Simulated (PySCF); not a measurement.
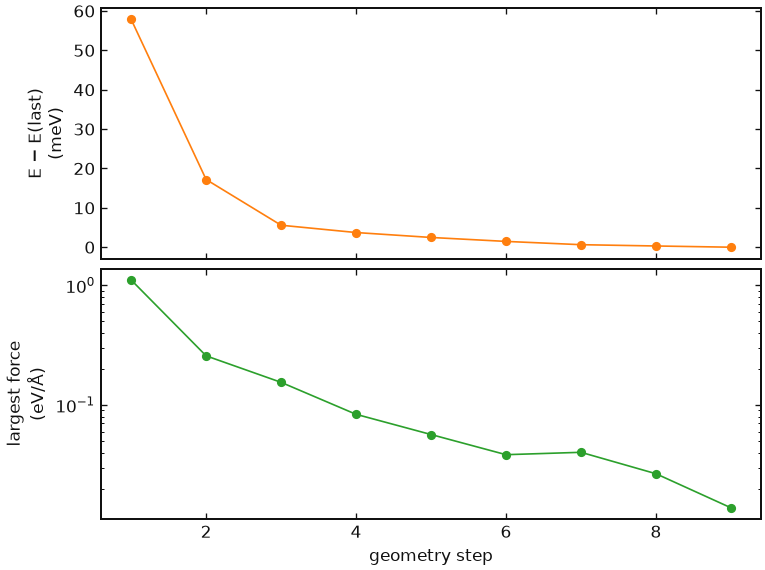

History of a geometry optimisation.

The run: C$_{7}$H$_{5}$ClF$_{4}$O (SMILES FC1=C(Cl)CC(CC(F)(F)F)=CO1), by PBE0-D3(BJ)/def2-SVP, geometry optimisation (PySCF 2.14.0, density fitting).

How did the optimisation end?

The optimisation met its thresholds at geometry 9, counting the start as the first. The energy fell by about 58 meV from the first step to the last. The largest force goes from about 1.1 eV/Å at the start to 0.014 eV/Å at the end.
